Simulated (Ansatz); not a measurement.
# Computed scan of one atom of the cell: WSi2 (MoSi2 type, space group I4/mmm)

WSi$_{2}$ (MoSi2 type, space group I4/mmm)

```yaml
crystal:
  lattice:
    - [-1.60576, 1.60576, 3.90206]
    - [1.60576, -1.60576, 3.90206]
    - [1.60576, 1.60576, -3.90206]
  atoms:
    - { symbol: W, position: [0.00000, 0.00000, 0.00000] }
    - { symbol: Si, position: [0.33486, 0.33486, 0.00000] }
    - { symbol: Si, position: [0.66514, 0.66514, 0.00000] }
```

In each cell atom 1 (W, nearest neighbour Si at 2.611 Å; its periodic images, 3.2 Å or more away, move with it) moves by s·(0.707, 0.707, 0.000) (along Cartesian [110]), the rest being held.

Calculation: r2SCAN (plane waves to 500 eV, PAW, scalar-relativistic; Ansatz, an electronic-structure program). k mesh 16×16×16 (Γ-centred), Fermi-Dirac smearing 0.05 eV. E stands for the smeared free energy. Left out: 2 of 11 points, with atoms too close for the PAW data. With partly filled bands, energies and forces of such displacements shift with the k mesh and the smearing. F∥ is the force on the atom along that direction. Spin-orbit coupling is left out, though W is heavy. WSi2 is run without spin polarisation. WSi2 was relaxed with its symmetry unable to fall. The zero of ΔE is the undisplaced structure.

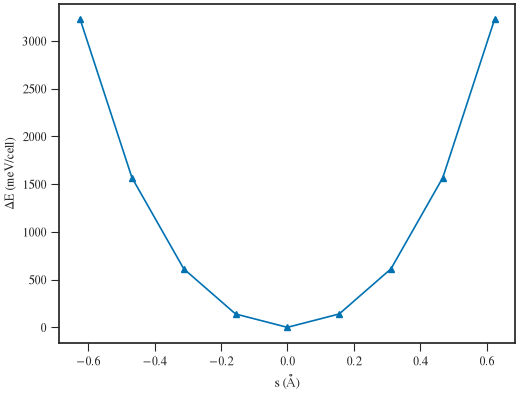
Figure: ΔE (meV/cell) against s (Å); computed points joined by lines.

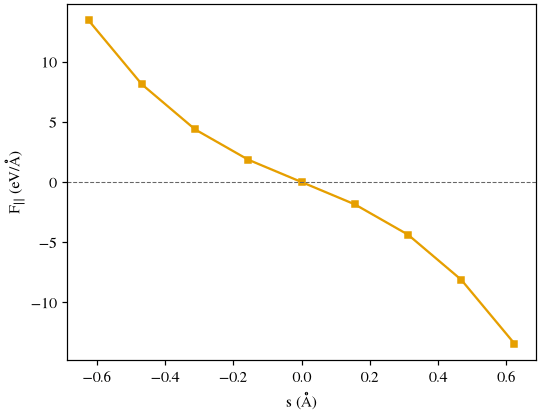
F∥ (eV/Å) against s (Å); one marker a computed point.

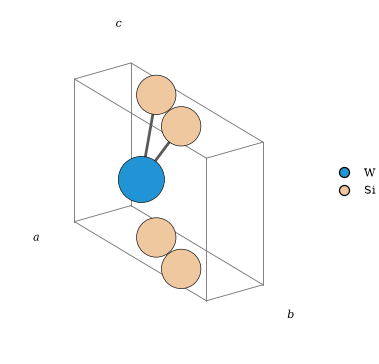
*The cell of the calculation at s = 0.624 Å.*

The force constant k = d²E/ds² at s = 0 (finite differences) is 11.2 eV/Å² and the force along the line at s = -0.624 Å is 13.4 eV/Å. The energy at s = 0.624 Å comes out as 3227 meV/cell. Shape of the curve: a single well with its minimum at or next to zero displacement. Harmonic estimate at the end of the scan: ½ks² = 2173 meV/cell against the computed 3227 meV/cell, so the well is stiffer than harmonic there.

The forces along the line at the two nearest points give (1.852 − (-1.852)) / (2·0.156) = 11.87 eV/Å²; the next pair corrects for the finite step.

(A displaced cell: forces are minus the slopes of the energy, force constants its curvatures, and phonons follow from these.)
